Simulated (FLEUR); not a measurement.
**GdN: parallel and opposed starts**

Aim: find out whether GdN carries moments, and which collinear order costs least.

Program: FLEUR MaX-R8.1. Level of theory: PBEsol with U = 6.7 eV, J = 0.7 eV on Gd f; all-electron FLAPW, Dirac cores, scalar-relativistic bands. Results are calculated unless marked as measured.

The database entry behind the starting cell differs from later determinations by our own check (about 0.3 % long), so it need not match the best structure at ambient conditions.

### 1. The starting structure

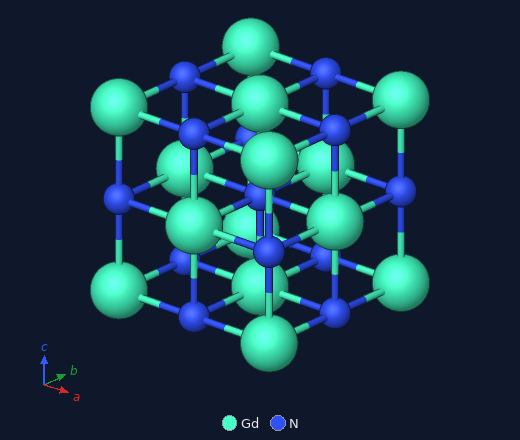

The cell as given, from a free direction (gadolinium teal, nitrogen blue). This picture shows the conventional cell, with its axes. Some periodic images of atoms are drawn too.

Structure file:

```xyz
2
Lattice="0.0000 2.4995 2.4995 2.4995 0.0000 2.4995 2.4995 2.4995 0.0000" Properties=species:S:1:pos:R:3 pbc="T T T"
Gd    0.0000    0.0000    0.0000
N     2.4995    2.4995    2.4995
```

### 2. Run 1 (ferro +)

The parallel start is the test of whether parallel moments hold. A Hubbard U acts on the open shell, since semilocal functionals spread its electrons too much.

The file n_mmp_mat seeds the f occupations with whole cubic orbitals by Hund's first rule, so that the U acts from the first pass. inpgen writes inp.xml from crystal.txt; cutoffs, mixing, functional, smearing and local orbitals are then set in the file. The k list default-1 (kpts.xml, not shown) is a Γ-centred 8×8×8 mesh; where the ranks do not divide the number of points, some are split in two of half the weight.

The input, inp.xml:

```
<?xml version="1.0" encoding="UTF-8" standalone="no"?>
<fleurInput fleurInputVersion="0.39">
   <comment>
      GdN
   </comment>
   <calculationSetup>
      <cutoffs Kmax="3.61" Gmax="10.8" GmaxXC="10.8" numbands="0"/>
      <scfLoop itmax="130" minDistance="0.0001" maxIterBroyd="15" imix="Anderson" alpha="0.05" precondParam="0.0" spinf="2.0" sdNocoIR="T"/>
      <coreElectrons ctail="T" frcor="F" kcrel="0" coretail_lmax="0"/>
      <xcFunctional name="PBEs" relativisticCorrections="F"/>
      <magnetism jspins="2"/>
      <soc l_soc="F" theta="0.0" phi="0.0" spav="F"/>
      <expertModes spex="0" secvar="F"/>
      <geometryOptimization l_f="F" forcealpha="1.0" forcemix="BFGS" epsdisp="0.00001" epsforce="0.00001"/>
      <ldaU l_linMix="F" mixParam="0.05" spinf="1.0"/>
   </calculationSetup>
   <cell>
      <bzIntegration valenceElectrons="23.0" mode="hist" fermiSmearingEnergy="0.00110248">
         <kPointListSelection listName="default-1"/>
         <xi:include xmlns:xi="http://www.w3.org/2001/XInclude" href="kpts.xml"> </xi:include>
      </bzIntegration>
      <xi:include xmlns:xi="http://www.w3.org/2001/XInclude" href="sym.xml"> </xi:include>
      <bulkLattice scale="1.0">
         <bravaisMatrix>
            <row-1>    0.0000000000000000     4.7233704484376995     4.7233704484376995</row-1>
            <row-2>    4.7233704484376995     0.0000000000000000     4.7233704484376995</row-2>
            <row-3>    4.7233704484376995     4.7233704484376995     0.0000000000000000</row-3>
         </bravaisMatrix>
      </bulkLattice>
   </cell>
   <atomSpecies>
      <species name="Gadolinium7.000" element="Gd" atomicNumber="64">
         <mtSphere radius="2.8" gridPoints="925" logIncrement="0.014"/>
         <atomicCutoffs lmax="10" lnonsphr="8"/>
         <electronConfig flipSpins="F">
            <coreConfig>(1s1/2) (2s1/2) (2p1/2) (2p3/2) (3s1/2) (3p1/2) (3p3/2) (4s1/2) (3d3/2) (3d5/2) (4p1/2) (4p3/2) (4d3/2) (4d5/2)</coreConfig>
            <valenceConfig>(5s1/2) (5p1/2) (5p3/2) (6s1/2) (4f5/2) (4f7/2) (5d3/2) (5d5/2)</valenceConfig>
            <stateOccupation state="(4f5/2)" spinUp="2.5" spinDown="0.5"/>
            <stateOccupation state="(4f7/2)" spinUp="4.0" spinDown="0.0"/>
            <stateOccupation state="(5d3/2)" spinUp="0.4" spinDown="0.0"/>
            <stateOccupation state="(5d5/2)" spinUp="0.6" spinDown="0.0"/>
         </electronConfig>
         <energyParameters s="6" p="6" d="5" f="4"/>
         <ldaU l="3" U="6.7" J="0.7" l_amf="F"/>
         <lo type="SCLO" l="0" n="5" eDeriv="0"/>
         <lo type="SCLO" l="1" n="5" eDeriv="0"/>
      </species>
      <species name="Nitrogen (N)" element="N" atomicNumber="7">
         <mtSphere radius="1.66" gridPoints="549" logIncrement="0.019"/>
         <atomicCutoffs lmax="6" lnonsphr="4"/>
         <electronConfig flipSpins="F">
            <coreConfig>(1s1/2)</coreConfig>
            <valenceConfig>(2s1/2) (2p1/2) (2p3/2)</valenceConfig>
            <stateOccupation state="(2p1/2)" spinUp="0.500000" spinDown="0.500000"/>
            <stateOccupation state="(2p3/2)" spinUp="1.000000" spinDown="1.000000"/>
         </electronConfig>
         <energyParameters s="2" p="2" d="3" f="4"/>
      </species>
   </atomSpecies>
   <atomGroups>
      <atomGroup species="Gadolinium7.000">
         <relPos label="                   1">.0000000000 .0000000000 .0000000000</relPos>
         <force calculate="T" relaxXYZ="TTT"/>
      </atomGroup>
      <atomGroup species="Nitrogen (N)">
         <relPos label="                   2">1.000/2.000 1.000/2.000 1.000/2.000</relPos>
         <force calculate="T" relaxXYZ="TTT"/>
      </atomGroup>
   </atomGroups>
   <output dos="F" band="F" slice="F">
      <bandDOS minEnergy="-.5*Htr" maxEnergy="0.5*Htr" sigma="0.015" storeEVData="T"/>
      <plotting iplot="0" polar="F">
         <plot TwoD="T" vec1="  1.0  0.0  0.0" vec2="  0.0  1.0  0.0" vec3="  0.0  0.0  1.0" zero="  0.0  0.0  0.0" file="plot"/>
      </plotting>
      <moessbauerParams electricFieldGradient="F" isomerShift="F" coreHyperfine="F" valenceHyperfine="F"/>
   </output>
</fleurInput>
```

The input, crystal.txt:

```
GdN
&input film=F cartesian=F /
0.00000000000  2.49950000000  2.49950000000
2.49950000000  0.00000000000  2.49950000000
2.49950000000  2.49950000000  0.00000000000
1.8897261246
1.0 1.0 1.0

2
64 0.00000000000  0.00000000000  0.00000000000 : 7.000
7 0.50000000000  0.50000000000  0.50000000000

&kpt div1=8 div2=8 div3=8 gamma=T /
```

Launch:

```
> OMP_NUM_THREADS=1 inpgen -f crystal.txt > inpgen.log  # inp.xml is then edited as shown
> OMP_NUM_THREADS=1 mpirun -n 4 fleur_MPI > fleur.log
```

What it wrote:

```text
Welcome to FLEUR        (www.flapw.de)
      MaX-Release 8.1          (www.max-centre.eu)

 ========== k-point set info ==========
 Selected k-point list: default-1
 k-point list type: mesh
 0 x 0 x 0
 Number of k points: 32

 ------------Calculation Setup---------------------------
 Number of MPI-tasks      :            4
 Number of PE/node        :            4
 Number of OMP-threads    :            1
 k-points in parallel     :            4
 pe's per k-point         :            1
 No of k-point loops      :            8
 Eigenvalue solver        :       lapack
 Number of basis functions:          188
 Approximate size of matrices (H+S) per k-point:         0.001 GB
 --------------------------------------------------------
 Iteration:     1   Distance:      27.32660264 me/bohr^3
 Iteration:     2   Distance:      26.32460164 me/bohr^3
 Iteration:     3   Distance:      19.86077478 me/bohr^3
 Iteration:     4   Distance:      13.77884734 me/bohr^3
 Iteration:     5   Distance:       2.48049726 me/bohr^3
 Iteration:     6   Distance:       0.85508397 me/bohr^3
 Iteration:     7   Distance:       0.65616292 me/bohr^3
 Iteration:     8   Distance:       0.12633277 me/bohr^3
 Iteration:     9   Distance:       0.06508148 me/bohr^3
 Iteration:    10   Distance:       0.02505266 me/bohr^3
 Iteration:    11   Distance:       0.02108721 me/bohr^3
 Iteration:    12   Distance:       0.01152309 me/bohr^3
 Iteration:    13   Distance:       0.00921875 me/bohr^3
 Iteration:    14   Distance:       0.00227650 me/bohr^3
 Iteration:    15   Distance:       0.00028566 me/bohr^3
 Iteration:    16   Distance:       0.00024056 me/bohr^3
 Iteration:    17   Distance:       0.00019171 me/bohr^3
 Iteration:    18   Distance:       0.00008981 me/bohr^3

 ********************************************************************
 Run finished successfully
 Stop message:
   all done
 ********************************************************************

--- out.xml (last complete iteration) ---
<iteration numberForCurrentRun="   18" overallNumber="   18">
         [... left out ...]
         <bandgap value="0.1277326612" units="eV"/>
         <sumValenceSingleParticleEnergies value="-2.5581943419" units="Htr"/>
         <FermiEnergy value="0.3351993656" units="Htr"/>
         <valenceDensity>
            <mtCharges spin="1">
               <mtCharge atomType="1" total="11.6254941" s="1.0883653" p="3.0375233" d="0.4905547" f="6.9965542"/>
               <mtCharge atomType="2" total="1.9531704" s="0.6818512" p="1.2671698" d="0.0034995" f="0.0005353"/>
            </mtCharges>
            <mtCharges spin="2">
               <mtCharge atomType="1" total="4.5769948" s="1.0802629" p="3.0133143" d="0.3959255" f="0.0740925"/>
               <mtCharge atomType="2" total="2.0646802" s="0.6913021" p="1.3703870" d="0.0025047" f="0.0004029"/>
            </mtCharges>
            <spinDependentCharge spin="1" total="15.0000468" interstitial="1.4213823" mtSpheres="13.5786645"/>
            <spinDependentCharge spin="2" total="7.9999532" interstitial="1.3582782" mtSpheres="6.6416751"/>
            <totalCharge value="23.0000000000"/>
         </valenceDensity>
         [... left out ...]
         <allElectronCharges>
            <spinDependentCharge spin="1" total="39.0000468" interstitial="1.4213872" mtSpheres="37.5786596"/>
            <spinDependentCharge spin="2" total="31.9999532" interstitial="1.3582843" mtSpheres="30.6416689"/>
            <totalCharge value="70.9999999904"/>
         </allElectronCharges>
         <magneticMomentsInMTSpheres units="muBohr">
            <globalMagMoment atomType="1" vec="0.00000   0.00000   7.04850"/>
            <localMagMoment atomType="1" vec="0.00000   0.00000   7.04850"/>
            <globalMagMoment atomType="2" vec="0.00000   0.00000  -0.11151"/>
            <localMagMoment atomType="2" vec="0.00000   0.00000  -0.11151"/>
         </magneticMomentsInMTSpheres>
         <moessbauerParams unitsHFF="kG" unitsIS="e/bohr^3" unitsEFG="Htr/bohr^2">
         </moessbauerParams>
         <totalEnergy value="   -11331.3860988846" units="Htr">
            <sumOfEigenvalues value="    -6962.4416940590">
               <coreElectrons value="-6959.8834997172"/>
               <valenceElectrons value="-2.5581943419"/>
            </sumOfEigenvalues>
            <densityCoulombPotentialIntegral value="-18979.8603867777"/>
            <densityEffectivePotentialIntegral value="-19313.0647587279"/>
            <chargeDenXCDenIntegral value="-253.2334723379"/>
            <FockExchangeEnergyValence value="0.0000000000"/>
            <FockExchangeEnergyCore value="0.0000000000"/>
            <atomTypeDependentContributions atomType="1">
               <electronNucleiInteractionDifferentMTs value="13842.0230252827"/>
               <MadelungTerm value="-31.4073320609"/>
            </atomTypeDependentContributions>
            <atomTypeDependentContributions atomType="2">
               <electronNucleiInteractionDifferentMTs value="62.8665336980"/>
               <MadelungTerm value="-3.3197090204"/>
            </atomTypeDependentContributions>
            <dftUCorrection value="-0.7711022353"/>
            <tkbTimesEntropy value="0.0000135807"/>
            <freeEnergy value="-11331.3861124653"/>
            <extrapolationTo0K value="-11331.3861056749"/>
         </totalEnergy>
         <ldaUDensityMatrix>
            <densityMatrixFor spin="1" atomType="1" uIndex="1" l="3" U="6.70000000" J="0.70000000">
               (+1.00114,+0.00000) (+0.00000,+0.00000) (+0.00000,+0.00000) (+0.00000,+0.00000) (+0.00300,+0.00000) (+0.00000,+0.00000) (+0.00000,+0.00000)
               (+0.00000,+0.00000) (+0.99582,+0.00000) (+0.00000,+0.00000) (+0.00000,+0.00000) (+0.00000,+0.00000) (+0.00144,+0.00000) (+0.00000,+0.00000)
               (+0.00000,+0.00000) (+0.00000,+0.00000) (+0.99959,+0.00000) (+0.00000,+0.00000) (+0.00000,+0.00000) (+0.00000,+0.00000) (+0.00300,+0.00000)
               (+0.00000,+0.00000) (+0.00000,+0.00000) (+0.00000,+0.00000) (+1.00346,+0.00000) (+0.00000,+0.00000) (+0.00000,+0.00000) (+0.00000,+0.00000)
               (+0.00300,+0.00000) (+0.00000,+0.00000) (+0.00000,+0.00000) (+0.00000,+0.00000) (+0.99959,+0.00000) (+0.00000,+0.00000) (+0.00000,+0.00000)
               (+0.00000,+0.00000) (+0.00144,+0.00000) (+0.00000,+0.00000) (+0.00000,+0.00000) (+0.00000,+0.00000) (+0.99582,+0.00000) (+0.00000,+0.00000)
               (+0.00000,+0.00000) (+0.00000,+0.00000) (+0.00300,+0.00000) (+0.00000,+0.00000) (+0.00000,+0.00000) (+0.00000,+0.00000) (+1.00114,+0.00000)
            </densityMatrixFor>
            <densityMatrixFor spin="2" atomType="1" uIndex="1" l="3" U="6.70000000" J="0.70000000">
               (+0.01381,+0.00000) (+0.00000,+0.00000) (+0.00000,+0.00000) (+0.00000,+0.00000) (+0.00610,+0.00000) (+0.00000,+0.00000) (+0.00000,+0.00000)
               (+0.00000,+0.00000) (+0.00332,+0.00000) (+0.00000,+0.00000) (+0.00000,+0.00000) (+0.00000,+0.00000) (+0.00262,+0.00000) (+0.00000,+0.00000)
               (+0.00000,+0.00000) (+0.00000,+0.00000) (+0.01066,+0.00000) (+0.00000,+0.00000) (+0.00000,+0.00000) (+0.00000,+0.00000) (+0.00610,+0.00000)
               (+0.00000,+0.00000) (+0.00000,+0.00000) (+0.00000,+0.00000) (+0.01853,+0.00000) (+0.00000,+0.00000) (+0.00000,+0.00000) (+0.00000,+0.00000)
               (+0.00610,+0.00000) (+0.00000,+0.00000) (+0.00000,+0.00000) (+0.00000,+0.00000) (+0.01066,+0.00000) (+0.00000,+0.00000) (+0.00000,+0.00000)
               (+0.00000,+0.00000) (+0.00262,+0.00000) (+0.00000,+0.00000) (+0.00000,+0.00000) (+0.00000,+0.00000) (+0.00332,+0.00000) (+0.00000,+0.00000)
               (+0.00000,+0.00000) (+0.00000,+0.00000) (+0.00610,+0.00000) (+0.00000,+0.00000) (+0.00000,+0.00000) (+0.00000,+0.00000) (+0.01381,+0.00000)
            </densityMatrixFor>
         </ldaUDensityMatrix>
         <ldaUDensityMatrixConvergence>
            <distance spin="1" distance="0.000000"/>
            <distance spin="2" distance="0.000000"/>
         </ldaUDensityMatrixConvergence>
         <densityConvergence units="me/bohr^3">
            <chargeDensity spin="1" distance="0.0000696520"/>
            <chargeDensity spin="2" distance="0.0000304922"/>
            <overallChargeDensity distance="0.0000591373"/>
            <spinDensity distance="0.0000898062"/>
         </densityConvergence>
      </iteration>
```

Elapsed: 9.8 s, on 4 MPI ranks of Arm Neoverse V2, shared host; peak memory 0.22 GiB.

Spin moment in the muffin-tin sphere by atom:

```tsv
atom	spin moment in the muffin-tin sphere (μB)
Gd1	7.05
N2	-0.11
```

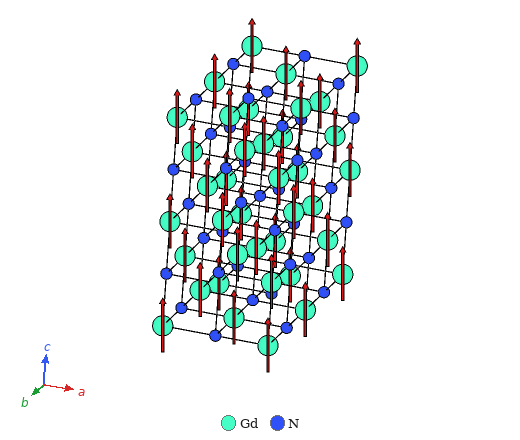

Spin moment in the muffin-tin sphere as arrows, the longest 7.05 μB. Up and down stand for the sign. Arrows give size and sign along the axis of quantisation, drawn up and down the page. 1×2×2 conventional cells are drawn. Some periodic images of atoms are drawn too.

Numbers from this step:

```yaml
free_energy: -308342.7242 eV
program_s_band_gap_on_this_mesh_in_a_metal_only_a_level_spacing: 0.1277 eV
magnetization: 7.000 μB
final_state: ferromagnetic, with opposed induced moments
```

After 18 cycles the largest moment stands at 7.05 μB.

(Part 1 of 3 ends here.)

[Logs and program files are shortened in this print: banners, set-up blocks, solver, clock and traceback lines can be left out without a mark of their own.]

[Logs are printed without paths, hosts, clocks, repeated set-up lines and the standing remarks that a program may print on its own settings, such as how far it seeks lower states.]

[Hosts, paths, dates, database ids (printed as entryN), source tags and the programs' standing remarks are cut or masked in the printed files.]

[Where a cell is said to come from a database of computed structures, the database is the Materials Project.]
